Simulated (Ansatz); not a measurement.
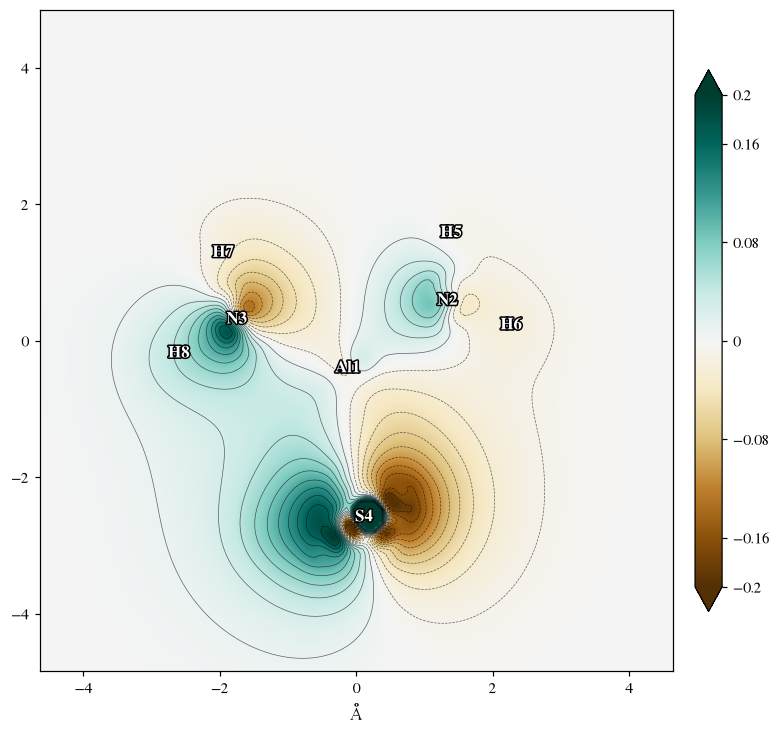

AlH5N2S (SMILES [NH2][Al]([NH2])[SH]). The HOMO−1 on the plane of atoms N3, Al1 and S4 (values in Å⁻³ᐟ²; the overall sign is arbitrary).

Geometry: PBE0-D4/def2-SVP.

Method: Ansatz 0.2.0, isolated molecule in a Gaussian basis; Kohn-Sham density functional theory, functional PBE0.

```json
{"atom": "Al", "x (Å)": "-0.5808", "y (Å)": "-2.1731", "z (Å)": "0.0184"}
{"atom": "N", "x (Å)": "-0.4792", "y (Å)": "-2.2490", "z (Å)": "1.7829"}
{"atom": "N", "x (Å)": "-2.0427", "y (Å)": "-2.6464", "z (Å)": "-0.8630"}
{"atom": "S", "x (Å)": "1.1833", "y (Å)": "-1.4553", "z (Å)": "-1.0762"}
{"atom": "H", "x (Å)": "-1.1210", "y (Å)": "-2.7392", "z (Å)": "2.3941"}
{"atom": "H", "x (Å)": "0.2556", "y (Å)": "-1.8158", "z (Å)": "2.3295"}
{"atom": "H", "x (Å)": "-2.9487", "y (Å)": "-2.8146", "z (Å)": "-0.4415"}
{"atom": "H", "x (Å)": "-2.0902", "y (Å)": "-2.8236", "z (Å)": "-1.8591"}
{"atom": "H", "x (Å)": "0.4686", "y (Å)": "-1.1239", "z (Å)": "-2.1740"}
```

What is the character of this orbital?

It lies mainly on S4 (about 60 %) and N3 (about 20 %). Its energy is −7.25 eV.
